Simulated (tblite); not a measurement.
# Run report: C5H10Si2, saddle-point search

C5H10Si2, computed with GFN2-xTB saddle search (eigenvector following) and harmonic vibrations, gas phase (tblite 0.8.0).

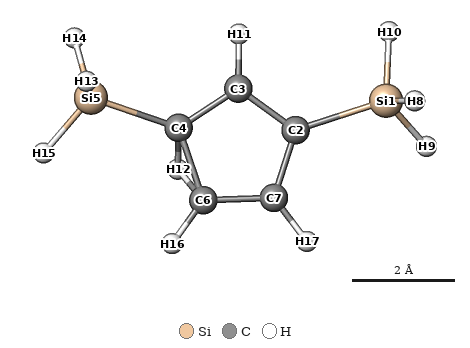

Figure 1. The structure as given in the input (ball-and-stick view, seen on its broad side; atoms are numbered from 1 in the order of the input).

## Summary

```tsv
quantity	value
outcome	converged
total energy	−521.8070 eV
point group	C1
hardware	1 CPU thread, shared host
wall time	4.8 s
peak memory	0.19 GiB
```

## Input file
```
{"job": {"xc": "GFN2-xTB", "basis": "xTB", "kind": "saddle"}, "charge": 0, "multiplicity": 1}
Si    -1.300405    -0.040721     2.728889
C     -0.513317     0.237365     1.053294
C     -0.266683    -0.737881     0.092779
C      0.370265    -0.182542    -1.031599
Si     1.237226    -1.094137    -2.417456
C      0.508542     1.280351    -0.701034
C     -0.024499     1.458136     0.570676
H     -0.255742    -0.162024     3.753137
H     -2.170473     1.090746     3.069276
H     -2.095679    -1.272737     2.697457
H     -0.528570    -1.777321     0.181059
H     -0.360446     0.764117    -1.485354
H      2.507527    -1.644503    -1.940428
H      0.369344    -2.164802    -2.916244
H      1.485160    -0.128648    -3.495107
H      1.105890     1.980932    -1.257495
H     -0.068138     2.393670     1.098151
```

The first line tells a small driver script what to run in tblite; the rest is the geometry in Å.

Command:
```bash
OMP_NUM_THREADS=1 python <driver script> task.json out
```

## Log
```
step      E/eV     max force
  0    -521.80491   0.0284
  1    -521.80637   0.0515
  2    -521.80667   0.0316
  3    -521.80646   0.0921
  4    -521.80691   0.0128
  5    -521.80710   0.0358
  6    -521.80705   0.0024
lowest wavenumbers (cm-1): -1099.0 -6.9 70.6 111.7 128.2 217.5
```

## Trajectory as extended XYZ (Å, eV, eV/Å), 7 frames, from step=0 to step=6
```
17
Properties=species:S:1:pos:R:3:forces:R:3 step=0 energy=-521.80491
Si   -1.3004   -0.0407    2.7289   -0.0040  -0.0060   0.0180
C    -0.5133    0.2374    1.0533   -0.0030  -0.0140   0.0040
C    -0.2667   -0.7379    0.0928    0.0070  -0.0040  -0.0080
C     0.3703   -0.1825   -1.0316   -0.0160  -0.0150  -0.0180
Si    1.2372   -1.0941   -2.4175   -0.0020   0.0040  -0.0090
C     0.5085    1.2804   -0.7010    0.0040  -0.0020  -0.0160
C    -0.0245    1.4581    0.5707    0.0010  -0.0100   0.0060
H    -0.2557   -0.1620    3.7531   -0.0120  -0.0010   0.0020
H    -2.1705    1.0907    3.0693    0.0010  -0.0020  -0.0140
H    -2.0957   -1.2727    2.6975    0.0080   0.0150  -0.0070
H    -0.5286   -1.7773    0.1811    0.0070   0.0130   0.0190
H    -0.3604    0.7641   -1.4854   -0.0030  -0.0070   0.0000
H     2.5075   -1.6445   -1.9404   -0.0240   0.0050  -0.0070
H     0.3693   -2.1648   -2.9162    0.0170   0.0070   0.0170
H     1.4852   -0.1286   -3.4951    0.0030  -0.0020   0.0030
H     1.1059    1.9809   -1.2575    0.0090   0.0200  -0.0050
H    -0.0681    2.3937    1.0982    0.0060   0.0010   0.0140
17
Properties=species:S:1:pos:R:3:forces:R:3 step=1 energy=-521.80637
Si   -1.3109   -0.0388    2.7253   -0.0090   0.0110   0.0340
C    -0.4955    0.2310    1.0615   -0.0010  -0.0020   0.0050
C    -0.2653   -0.7396    0.0921    0.0010   0.0030   0.0010
C     0.3709   -0.1833   -1.0319   -0.0030   0.0020  -0.0040
Si    1.2215   -1.0909   -2.4299    0.0030  -0.0030  -0.0110
C     0.5305    1.2756   -0.6901   -0.0010  -0.0040  -0.0050
C     0.0078    1.4490    0.5871    0.0000  -0.0040   0.0030
H    -0.2952   -0.0865    3.7868   -0.0370   0.0020  -0.0320
H    -2.2424    1.0639    3.0052    0.0310  -0.0390  -0.0130
H    -2.0519   -1.3051    2.6988    0.0150   0.0260   0.0030
H    -0.5380   -1.7763    0.1772    0.0020   0.0060   0.0050
H    -0.3511    0.7780   -1.4710    0.0020  -0.0020   0.0020
H     2.5149   -1.6085   -1.9787   -0.0190   0.0060  -0.0070
H     0.3656   -2.1885   -2.8883    0.0140   0.0130   0.0080
H     1.4233   -0.1341   -3.5259   -0.0020  -0.0110   0.0120
H     1.1336    1.9744   -1.2434    0.0020   0.0040  -0.0010
H    -0.0179    2.3797    1.1251    0.0020  -0.0060   0.0000
17
Properties=species:S:1:pos:R:3:forces:R:3 step=2 energy=-521.80667
Si   -1.3166   -0.0386    2.7227    0.0060   0.0030  -0.0020
C    -0.4907    0.2294    1.0638    0.0000   0.0010   0.0010
C    -0.2660   -0.7395    0.0914   -0.0010   0.0020   0.0010
C     0.3715   -0.1829   -1.0318    0.0010   0.0030  -0.0010
Si    1.2174   -1.0895   -2.4330    0.0090  -0.0110  -0.0200
C     0.5393    1.2740   -0.6855   -0.0010  -0.0020  -0.0010
C     0.0191    1.4460    0.5930   -0.0010  -0.0020   0.0020
H    -0.3124   -0.0814    3.7914    0.0000   0.0020   0.0020
H    -2.2512    1.0606    2.9905   -0.0020   0.0010  -0.0020
H    -2.0538   -1.3048    2.6943   -0.0020  -0.0050   0.0000
H    -0.5433   -1.7750    0.1747    0.0000   0.0020   0.0000
H    -0.3462    0.7836   -1.4660    0.0020   0.0000   0.0010
H     2.5293   -1.5747   -1.9972   -0.0270   0.0090  -0.0110
H     0.3763   -2.2112   -2.8607    0.0190   0.0240   0.0080
H     1.3824   -0.1427   -3.5449   -0.0030  -0.0210   0.0230
H     1.1453    1.9718   -1.2373    0.0000  -0.0010   0.0000
H    -0.0002    2.3746    1.1346    0.0000  -0.0040  -0.0020
17
Properties=species:S:1:pos:R:3:forces:R:3 step=3 energy=-521.80646
Si   -1.3210   -0.0380    2.7207   -0.0300   0.0040   0.0620
C    -0.4863    0.2275    1.0661    0.0020   0.0060   0.0000
C    -0.2720   -0.7383    0.0882   -0.0010   0.0040   0.0030
C     0.3712   -0.1821   -1.0320    0.0000   0.0070   0.0010
Si    1.2073   -1.0892   -2.4387   -0.0040   0.0110   0.0140
C     0.5546    1.2712   -0.6775   -0.0010  -0.0060  -0.0030
C     0.0367    1.4414    0.6021   -0.0030  -0.0060   0.0020
H    -0.3274   -0.0095    3.8062   -0.0620  -0.0010  -0.0620
H    -2.3107    1.0286    2.9501    0.0600  -0.0690  -0.0110
H    -2.0024   -1.3399    2.7089    0.0330   0.0640   0.0080
H    -0.5603   -1.7714    0.1657    0.0010   0.0070   0.0000
H    -0.3366    0.7948   -1.4601    0.0030  -0.0010   0.0020
H     2.5220   -1.5697   -2.0147    0.0170  -0.0070   0.0060
H     0.3677   -2.2116   -2.8567   -0.0150  -0.0170  -0.0060
H     1.3617   -0.1467   -3.5522    0.0010   0.0130  -0.0140
H     1.1679    1.9657   -1.2254   -0.0010  -0.0030   0.0010
H     0.0277    2.3671    1.1492    0.0000  -0.0060  -0.0020
17
Properties=species:S:1:pos:R:3:forces:R:3 step=4 energy=-521.80691
Si   -1.3198   -0.0385    2.7211    0.0050  -0.0020  -0.0070
C    -0.4894    0.2287    1.0646    0.0010   0.0000  -0.0010
C    -0.2705   -0.7382    0.0889    0.0000   0.0000   0.0000
C     0.3713   -0.1820   -1.0320    0.0000   0.0000   0.0000
Si    1.2122   -1.0893   -2.4357    0.0020  -0.0030  -0.0050
C     0.5485    1.2724   -0.6807    0.0000   0.0000   0.0000
C     0.0288    1.4434    0.5982    0.0000   0.0000   0.0010
H    -0.3220   -0.0454    3.7958    0.0080   0.0010   0.0100
H    -2.2804    1.0420    2.9704   -0.0090   0.0080   0.0000
H    -2.0279   -1.3210    2.7031   -0.0030  -0.0080  -0.0010
H    -0.5547   -1.7721    0.1686    0.0000   0.0000   0.0000
H    -0.3398    0.7906   -1.4631    0.0000   0.0000   0.0000
H     2.5285   -1.5662   -2.0081   -0.0060   0.0020  -0.0020
H     0.3747   -2.2156   -2.8531    0.0040   0.0060   0.0020
H     1.3657   -0.1470   -3.5513    0.0000  -0.0050   0.0050
H     1.1594    1.9681   -1.2296    0.0000   0.0000   0.0000
H     0.0155    2.3701    1.1430    0.0000   0.0000   0.0000
17
Properties=species:S:1:pos:R:3:forces:R:3 step=5 energy=-521.80710
Si   -1.3221   -0.0383    2.7200   -0.0110   0.0010   0.0250
C    -0.4873    0.2278    1.0655    0.0000   0.0010   0.0010
C    -0.2756   -0.7369    0.0861    0.0000   0.0010   0.0010
C     0.3706   -0.1811   -1.0325   -0.0010   0.0020   0.0010
Si    1.2057   -1.0892   -2.4392   -0.0030   0.0020   0.0040
C     0.5586    1.2707   -0.6755    0.0000  -0.0010  -0.0010
C     0.0400    1.4405    0.6040    0.0000  -0.0020   0.0000
H    -0.3320    0.0068    3.8042   -0.0250   0.0000  -0.0250
H    -2.3218    1.0159    2.9433    0.0230  -0.0270  -0.0050
H    -1.9885   -1.3453    2.7163    0.0140   0.0260   0.0030
H    -0.5675   -1.7689    0.1616    0.0000   0.0020   0.0000
H    -0.3332    0.7988   -1.4599    0.0010   0.0000   0.0010
H     2.5224   -1.5675   -2.0168    0.0050  -0.0020   0.0020
H     0.3657   -2.2141   -2.8530   -0.0040  -0.0040  -0.0020
H     1.3565   -0.1481   -3.5552    0.0010   0.0050  -0.0050
H     1.1749    1.9639   -1.2215    0.0000  -0.0010   0.0000
H     0.0337    2.3652    1.1526    0.0000  -0.0020  -0.0010
17
Properties=species:S:1:pos:R:3:forces:R:3 step=6 energy=-521.80705
Si   -1.3192   -0.0383    2.7214   -0.0010   0.0000   0.0010
C    -0.4882    0.2284    1.0651    0.0000   0.0000   0.0000
C    -0.2712   -0.7380    0.0886    0.0000   0.0000   0.0000
C     0.3709   -0.1819   -1.0322    0.0000   0.0000   0.0000
Si    1.2100   -1.0894   -2.4369    0.0000  -0.0010  -0.0010
C     0.5502    1.2721   -0.6798    0.0000   0.0000   0.0000
C     0.0314    1.4427    0.5994    0.0000   0.0000   0.0000
H    -0.3245   -0.0235    3.7998   -0.0020   0.0010  -0.0010
H    -2.2961    1.0310    2.9599    0.0000  -0.0020  -0.0010
H    -2.0100   -1.3310    2.7096    0.0020   0.0010   0.0010
H    -0.5568   -1.7716    0.1676    0.0000   0.0000   0.0000
H    -0.3390    0.7922   -1.4623    0.0000   0.0000   0.0000
H     2.5214   -1.5768   -2.0072   -0.0020   0.0000  -0.0010
H     0.3666   -2.2083   -2.8615    0.0010   0.0010   0.0000
H     1.3729   -0.1439   -3.5480    0.0000  -0.0010   0.0010
H     1.1619    1.9673   -1.2285    0.0000   0.0000   0.0000
H     0.0196    2.3691    1.1450    0.0000   0.0000   0.0000
```

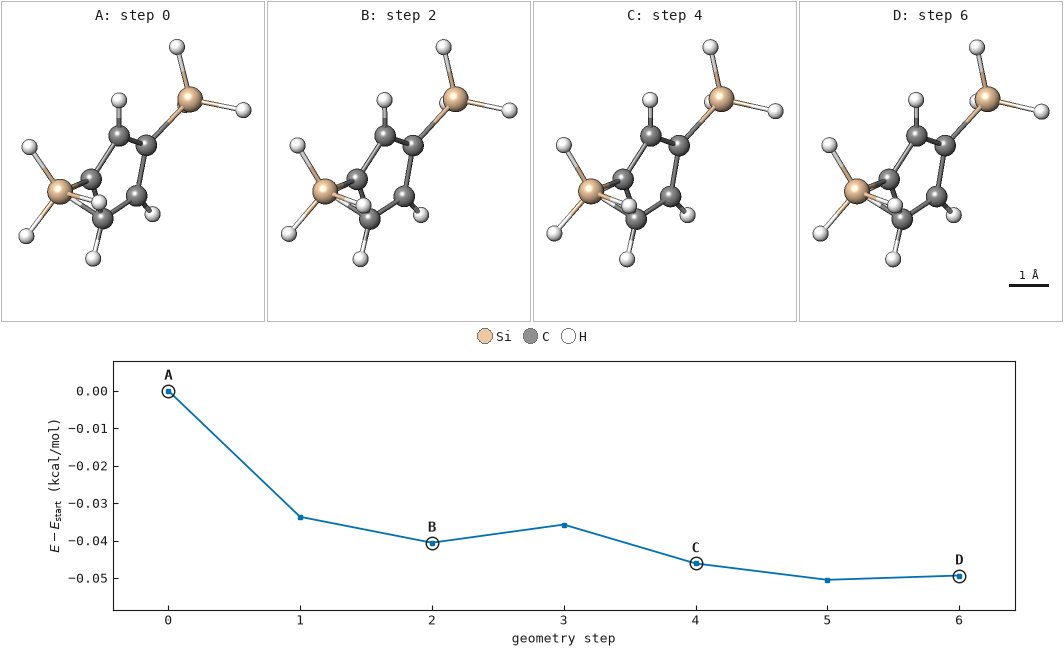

Figure 2. Frames of the saddle-point search (ball-and-stick view, seen at a tilt) above the curves, on which the letters mark them (steps are counted from 0).

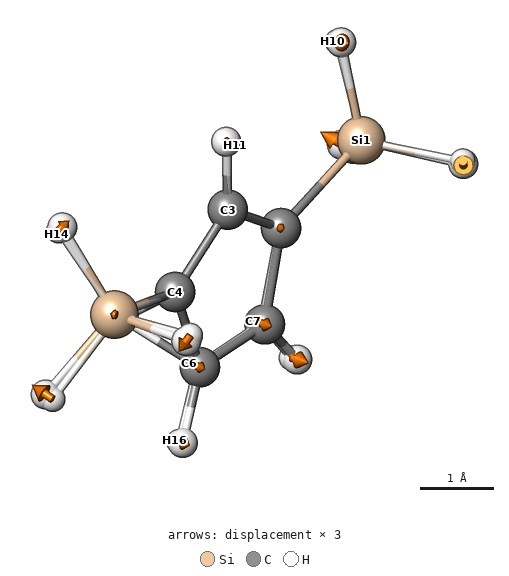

Figure 3. Start (faint) and end (solid) with the displacements as orange arrows, magnified 3 times (ball-and-stick view, seen at a tilt). The two geometries are laid on each other by the best rigid fit. After 6 geometry steps the energy has fallen by 0.05 kcal/mol. The largest force component goes from 0.024 to 0.002 eV/Å. The largest move after the best rigid fit is that of H9, 0.18 Å. Largest moves by element: H 0.18 Å, C 0.06 Å, Si 0.03 Å. (Atoms are counted from 1 in the order of the input.)
